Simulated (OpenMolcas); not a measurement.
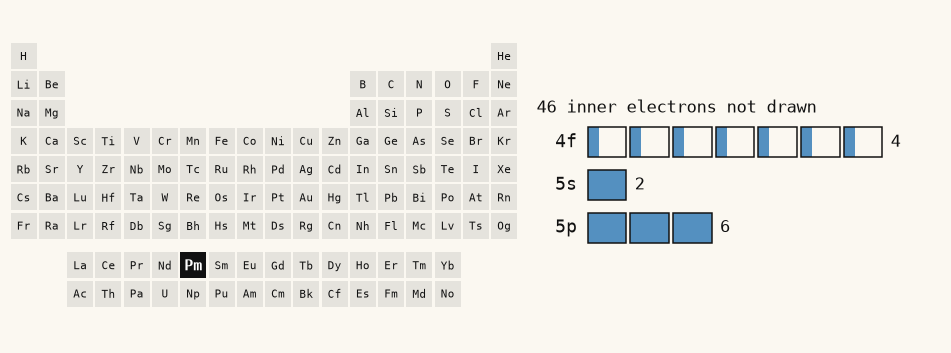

Figure 1. Left, the place of promethium in the periodic table; right, the outer shells of the leading configuration of the lowest level: a box for each of the 2l + 1 orbitals, shaded by the share of the shell that is filled, with the electron count at the right.

**Pm³⁺ complex: multiconfigurational calculation (part 1 of 2)**

System: Pm³⁺ with 8 ligands (F; cube, 2.548 Å), embedded in CaF2 by model potentials and point charges, whose field is part of the energies.
Method: state-averaged CASSCF, active space 4 electrons in the shell 4f, basis ANO-RCC-VDZP on the metal and ANO-RCC-VDZP on the ligands, DKH2 scalar Hamiltonian, spin-orbit coupling by RASSI with atomic mean-field integrals (OpenMolcas).

## Results in brief

- outcome: converged
- energy of the lowest spin-free term: −10810.54706 hartree
- energy of the lowest spin-orbit level: −10810.56649 hartree
- largest spread among components of a term: 0.1 cm⁻¹
- hardware: 1 thread of Intel Xeon (Sapphire Rapids), 16 GiB of memory available, shared host
- wall time: 2.2 min
- peak memory: 0.6 GiB

## Remarks

Without dynamic correlation the splittings between terms come out too large, often by 20 to 50 %. Limits: high states of lower spin left out of the spin-orbit mixing; the geometry is set by hand, with no relaxation; spin-free states above about 39,000 cm⁻¹ are left out of the spin-orbit step.

## Input
```
&GATEWAY
Basis set
Pm.ANO-RCC-VDZP.
Pm1 0.0 0.0 0.0 Angstrom
End of basis
Basis set
F.ANO-RCC-VDZP.
L1 1.471088 1.471088 1.471088 Angstrom
L2 1.471088 1.471088 -1.471088 Angstrom
L3 1.471088 -1.471088 1.471088 Angstrom
L4 1.471088 -1.471088 -1.471088 Angstrom
End of basis
Basis set
Ca.EMB-AIMP.Pascual.0s.0s.ECP.CaF2.
PseudoCharge
* 21 symmetry-unique lattice sites within 7.6 angstrom
End of basis
Basis set
F.EMB-AIMP.Pascual.0s.0s.ECP.CaF2.
PseudoCharge
* 40 symmetry-unique lattice sites within 7.6 angstrom
End of basis
Symmetry
XYZ
AngMom=0.0 0.0 0.0
AMFI
RICD
XField
1348 Angstrom 0
* Evjen-weighted lattice charges
&SEWARD
&RASSCF
FileOrb=start.orb
Symmetry=1
Spin=5
nActEl=4 0 0
Inactive=35 32
Ras2=0 7
CIRoot=35 35 1
SDav=35
CIMx=300
Iter=150 100
PrWF=0.3
OrbListing=Nothing
MaxOrb=0
LevShft=1.0
>>> COPY $Project.JobIph JOB001
&RASSCF
FileOrb=start.orb
Symmetry=1
Spin=3
nActEl=4 0 0
Inactive=35 32
Ras2=0 7
CIRoot=162 162 1
SDav=210
CIMx=300
Iter=150 100
PrWF=0.3
OrbListing=Nothing
MaxOrb=0
CIOnly
LevShft=1.0
>>> COPY $Project.JobIph JOB002
&RASSCF
FileOrb=start.orb
Symmetry=1
Spin=1
nActEl=4 0 0
Inactive=35 32
Ras2=0 7
CIRoot=162 162 1
SDav=196
CIMx=300
Iter=150 100
PrWF=0.3
OrbListing=Nothing
MaxOrb=0
CIOnly
LevShft=1.0
>>> COPY $Project.JobIph JOB003
&RASSI
NrOfJobIphs=3 33 106 31
1 2 3 4 5 6 7 8 9 10 11 12 13 14 15 16 17 18 19 20 21 22 23 24 25 26 27
28 29 30 31 32 33
1 2 3 4 5 6 7 8 9 10 11 12 13 14 15 16 17 18 19 20 21 22 23 24 25 26 27
28 29 30 31 32 33 34 35 36 37 38 39 40 41 42 43 44 45 46 47 48 49 50 51
52 53 54 55 56 57 58 59 60 61 62 63 64 65 66 67 68 69 70 71 72 73 74 75
76 77 78 79 80 81 82 83 84 85 86 87 88 89 90 91 92 93 94 95 96 97 98 99
100 101 102 103 104 105 106
1 2 3 4 5 6 7 8 9 10 11 12 13 14 15 16 17 18 19 20 21 22 23 24 25 26 27
28 29 30 31
IphNames
JOB001
JOB002
JOB003
EJob
SpinOrbit
DIPRint=1.0
SOCoupling=1000.0
Subsets=2
Property=9
'ANGMOM' 1 'ANGMOM' 2 'ANGMOM' 3 'MLTPL  1' 1 'MLTPL  1' 2 'MLTPL  1' 3
'AMFI' 1 'AMFI' 2 'AMFI' 3
SOProperty=3
'ANGMOM' 1 'ANGMOM' 2 'ANGMOM' 3
```

The file start.orb holds starting orbitals from an earlier step. A driver script formed the levels outside the program, from RASSI's spin-orbit matrix and the active-space energies, averaged over the components of each term or state.

Run as:
```bash
OMP_NUM_THREADS=1 MOLCAS_MEM=2457 MOLCAS_PROJECT=a pymolcas a.inp > a.log  # once for each step of the input, in one work folder
```

## The program's output (extracts)
```
--- SEWARD ---
Basis set label: PM.ANO-RCC...7S6P4D2F1G.

      Electronic valence basis set:
      ------------------
      Associated Effective Charge  61.000000 au
      Associated Actual Charge     61.000000 au
      Nuclear Model: Point charge

      Shell  nPrim  nBasis  Cartesian Spherical Contaminant
         s      25       7        X
         p      22       6        X
         d      15       4                 X
         f      11       2                 X
         g       4       1                 X
                  Relativistic Douglas-Kroll-Hess integrals:
                    - DKH order of Hamiltonian: 2
                    - DKH order of Properties : 0
                  Atomic mean-field integrals
--- RASSCF ---
Wave function specifications:
      -----------------------------

      Number of closed shell electrons         134
      Number of electrons in active shells       4
      Max number of holes in RAS1 space          0
      Max nr of electrons in RAS3 space          0
      Number of inactive orbitals               67
      Number of active orbitals                  7
      Number of secondary orbitals             106
      Spin quantum number                      2.0
      State symmetry                             1
Orbital specifications:
      -----------------------

      Symmetry species                           1   2
                                                ag  au
      Frozen orbitals                            0   0
      Inactive orbitals                         35  32
      Active orbitals                            0   7
      RAS1 orbitals                              0   0
      RAS2 orbitals                              0   7
      RAS3 orbitals                              0   0
      Secondary orbitals                        57  49
      Deleted orbitals                           0   0
      Number of basis functions                 92  88
      Number of CSFs                            35
      Number of root(s) required                35
      Iter CI   SX   CI       RASSCF       Energy    max ROT     max BLB   max BLB  Level Ln srch  Step   QN
          iter iter root      energy       change     param      element    value   shift minimum  type update
 Nr of preliminary CI iterations:   1
      Total energies have been shifted. Add               -10000.00 au
        1   1    9    0  -809.61093460    0.00E+00  -5.98E-02   14  53 2 -3.10E-01*  0.96   0.00    SX    NO
        2   1    9    0  -810.34347145   -7.33E-01*  1.96E-02    7  50 2 -5.44E-02*  0.52   0.00    SX    NO
        3   1    9    0  -810.44678825   -1.03E-01*  9.29E-03   17  57 1  2.38E-02*  0.48   0.00    SX    NO
        4   1    9    0  -810.46920210   -2.24E-02* -4.54E-03   30  36 1 -1.18E-02*  0.51   0.00    SX    NO
        5   1    8    0  -810.47465555   -5.45E-03*  4.32E-03   22  49 2  5.86E-03*  0.51   2.02    LS   YES
        6   1    8    0  -810.47653732   -1.88E-03* -1.35E-03   10  36 1  4.72E-03*  0.52   1.07    QN   YES
        7   1    7    0  -810.47679781   -2.60E-04* -6.04E-04   12  49 2 -1.60E-03*  0.52   1.18    QN   YES
        8   1    7    0  -810.47685451   -5.67E-05*  4.27E-04   20  38 1  6.23E-04*  0.52   1.33    QN   YES
        9   1    6    0  -810.47686334   -8.83E-06*  1.45E-04   10  36 1 -3.51E-04*  0.52   1.12    QN   YES
       10   1    6    0  -810.47686431   -9.72E-07* -5.21E-05   12  49 2  1.56E-04*  0.52   1.22    QN   YES
       11   1    5    0  -810.47686447   -1.53E-07* -5.26E-06   11  51 2  1.66E-05   0.52   1.09    QN   YES
       12   1    5    0  -810.47686448   -8.58E-09   2.82E-06   12  49 2 -8.69E-06   0.52   1.29    QN   YES
      Convergence after 12 iterations
       13   1    5    0  -810.47686448   -1.18E-09   2.82E-06   12  49 2 -3.40E-06   0.52   1.29    QN   YES
      Natural orbitals and occupation numbers for root  1
      sym 2:   0.790838   0.091859   0.258059   0.914888   0.213002   0.987862   0.743492
      Natural orbitals and occupation numbers for root  2
      sym 2:   0.775468   0.111022   0.935124   0.215409   0.227936   0.845437   0.889604
      Natural orbitals and occupation numbers for root  3
      sym 2:   0.982246   0.219722   0.264550   0.088233   0.736546   0.796070   0.912632
::    RASSCF root number  1 Total energy: -10810.54706393
::    RASSCF root number  2 Total energy: -10810.54706393
::    RASSCF root number  3 Total energy: -10810.54706393
::    RASSCF root number  4 Total energy: -10810.54663268
::    RASSCF root number  5 Total energy: -10810.54663268
::    RASSCF root number  6 Total energy: -10810.54501278
::    RASSCF root number  7 Total energy: -10810.54501278
::    RASSCF root number  8 Total energy: -10810.54501278
::    RASSCF root number  9 Total energy: -10810.54477293
::    RASSCF root number 10 Total energy: -10810.54468094
::    RASSCF root number 11 Total energy: -10810.54468094
::    RASSCF root number 12 Total energy: -10810.54468094
::    RASSCF root number 13 Total energy: -10810.54404768
::    RASSCF root number 14 Total energy: -10810.47720018
::    RASSCF root number 15 Total energy: -10810.47720018
::    RASSCF root number 16 Total energy: -10810.47720018
::    RASSCF root number 17 Total energy: -10810.47707814
::    RASSCF root number 18 Total energy: -10810.47707814
::    RASSCF root number 19 Total energy: -10810.47707814
::    RASSCF root number 20 Total energy: -10810.47691496
::    RASSCF root number 21 Total energy: -10810.47518243
::    RASSCF root number 22 Total energy: -10810.43897542
::    RASSCF root number 23 Total energy: -10810.43897542
::    RASSCF root number 24 Total energy: -10810.43897542
::    RASSCF root number 25 Total energy: -10810.43742454
::    RASSCF root number 26 Total energy: -10810.43694247
::    RASSCF root number 27 Total energy: -10810.43694247
::    RASSCF root number 28 Total energy: -10810.43694247
::    RASSCF root number 29 Total energy: -10810.43659878
::    RASSCF root number 30 Total energy: -10810.43659878
--- RASSCF ---
Wave function specifications:
      -----------------------------

      Number of closed shell electrons         134
      Number of electrons in active shells       4
      Max number of holes in RAS1 space          0
      Max nr of electrons in RAS3 space          0
      Number of inactive orbitals               67
      Number of active orbitals                  7
      Number of secondary orbitals             106
      Spin quantum number                      1.0
      State symmetry                             1
Orbital specifications:
      -----------------------

      Symmetry species                           1   2
                                                ag  au
      Frozen orbitals                            0   0
      Inactive orbitals                         35  32
      Active orbitals                            0   7
      RAS1 orbitals                              0   0
      RAS2 orbitals                              0   7
      RAS3 orbitals                              0   0
      Secondary orbitals                        57  49
      Deleted orbitals                           0   0
      Number of basis functions                 92  88
      Number of CSFs                           210
      Number of root(s) required               162
      Iter CI   SX   CI       RASSCF       Energy    max ROT     max BLB   max BLB  Level Ln srch  Step   QN
          iter iter root      energy       change     param      element    value   shift minimum  type update
 Nr of preliminary CI iterations:   1
        1   1    0    0-10810.38340895    0.00E+00   0.00E+00   36  43 2 -7.37E-03*  0.00   0.00    SX    NO
      Natural orbitals and occupation numbers for root  1
      sym 2:   0.552879   0.530743   0.591396   0.566988   0.540625   0.607410   0.609960
      Natural orbitals and occupation numbers for root  2
      sym 2:   0.607527   0.531889   0.610951   0.543044   0.546033   0.576199   0.584357
      Natural orbitals and occupation numbers for root  3
      sym 2:   0.592655   0.530325   0.608980   0.540279   0.555919   0.608539   0.563303
::    RASSCF root number  1 Total energy: -10810.46383114
::    RASSCF root number  2 Total energy: -10810.46383114
::    RASSCF root number  3 Total energy: -10810.46383114
::    RASSCF root number  4 Total energy: -10810.46378754
::    RASSCF root number  5 Total energy: -10810.46378754
::    RASSCF root number  6 Total energy: -10810.46378716
::    RASSCF root number  7 Total energy: -10810.46378716
::    RASSCF root number  8 Total energy: -10810.46378716
::    RASSCF root number  9 Total energy: -10810.46378185
::    RASSCF root number 10 Total energy: -10810.46357092
::    RASSCF root number 11 Total energy: -10810.46357092
::    RASSCF root number 12 Total energy: -10810.46357092
::    RASSCF root number 13 Total energy: -10810.46345425
::    RASSCF root number 14 Total energy: -10810.46345425
::    RASSCF root number 15 Total energy: -10810.46345425
::    RASSCF root number 16 Total energy: -10810.44188252
::    RASSCF root number 17 Total energy: -10810.44188252
::    RASSCF root number 18 Total energy: -10810.44188252
::    RASSCF root number 19 Total energy: -10810.44090530
::    RASSCF root number 20 Total energy: -10810.44090530
::    RASSCF root number 21 Total energy: -10810.44090530
::    RASSCF root number 22 Total energy: -10810.44048313
::    RASSCF root number 23 Total energy: -10810.44048313
::    RASSCF root number 24 Total energy: -10810.43999191
::    RASSCF root number 25 Total energy: -10810.43999191
::    RASSCF root number 26 Total energy: -10810.43999191
::    RASSCF root number 27 Total energy: -10810.43379757
::    RASSCF root number 28 Total energy: -10810.43268834
::    RASSCF root number 29 Total energy: -10810.43268834
::    RASSCF root number 30 Total energy: -10810.43268834
--- RASSCF ---
Wave function specifications:
      -----------------------------

      Number of closed shell electrons         134
      Number of electrons in active shells       4
      Max number of holes in RAS1 space          0
      Max nr of electrons in RAS3 space          0
      Number of inactive orbitals               67
      Number of active orbitals                  7
      Number of secondary orbitals             106
      Spin quantum number                      0.0
      State symmetry                             1
Orbital specifications:
      -----------------------

      Symmetry species                           1   2
                                                ag  au
      Frozen orbitals                            0   0
      Inactive orbitals                         35  32
      Active orbitals                            0   7
      RAS1 orbitals                              0   0
      RAS2 orbitals                              0   7
      RAS3 orbitals                              0   0
      Secondary orbitals                        57  49
      Deleted orbitals                           0   0
      Number of basis functions                 92  88
      Number of CSFs                           196
      Number of root(s) required               162
      Iter CI   SX   CI       RASSCF       Energy    max ROT     max BLB   max BLB  Level Ln srch  Step   QN
          iter iter root      energy       change     param      element    value   shift minimum  type update
 Nr of preliminary CI iterations:   1
        1   1    0    0-10810.31410396    0.00E+00   0.00E+00   36  43 2 -1.26E-02*  0.00   0.00    SX    NO
      Natural orbitals and occupation numbers for root  1
      sym 2:   0.899515   0.267207   0.406209   0.724005   0.279770   0.786242   0.637052
      Natural orbitals and occupation numbers for root  2
      sym 2:   0.820395   0.267207   0.475682   0.245057   0.602263   0.706904   0.882491
      Natural orbitals and occupation numbers for root  3
      sym 2:   0.863751   0.367772   0.502083   0.510129   0.160848   0.811456   0.783961
::    RASSCF root number  1 Total energy: -10810.41463084
::    RASSCF root number  2 Total energy: -10810.41463084
::    RASSCF root number  3 Total energy: -10810.41458731
::    RASSCF root number  4 Total energy: -10810.41458731
::    RASSCF root number  5 Total energy: -10810.41458731
::    RASSCF root number  6 Total energy: -10810.41373948
::    RASSCF root number  7 Total energy: -10810.41373948
::    RASSCF root number  8 Total energy: -10810.41373948
::    RASSCF root number  9 Total energy: -10810.41349596
::    RASSCF root number 10 Total energy: -10810.41322605
::    RASSCF root number 11 Total energy: -10810.41322605
::    RASSCF root number 12 Total energy: -10810.41322605
::    RASSCF root number 13 Total energy: -10810.41299611
::    RASSCF root number 14 Total energy: -10810.41299611
::    RASSCF root number 15 Total energy: -10810.41246946
::    RASSCF root number 16 Total energy: -10810.41246946
::    RASSCF root number 17 Total energy: -10810.41246946
::    RASSCF root number 18 Total energy: -10810.39870608
::    RASSCF root number 19 Total energy: -10810.39870608
::    RASSCF root number 20 Total energy: -10810.39870608
::    RASSCF root number 21 Total energy: -10810.39859502
::    RASSCF root number 22 Total energy: -10810.39859502
::    RASSCF root number 23 Total energy: -10810.38812717
::    RASSCF root number 24 Total energy: -10810.38790486
::    RASSCF root number 25 Total energy: -10810.38790486
::    RASSCF root number 26 Total energy: -10810.38790486
::    RASSCF root number 27 Total energy: -10810.38776365
::    RASSCF root number 28 Total energy: -10810.38776365
::    RASSCF root number 29 Total energy: -10810.38543969
::    RASSCF root number 30 Total energy: -10810.38543969
```

(Continued in part 2.)
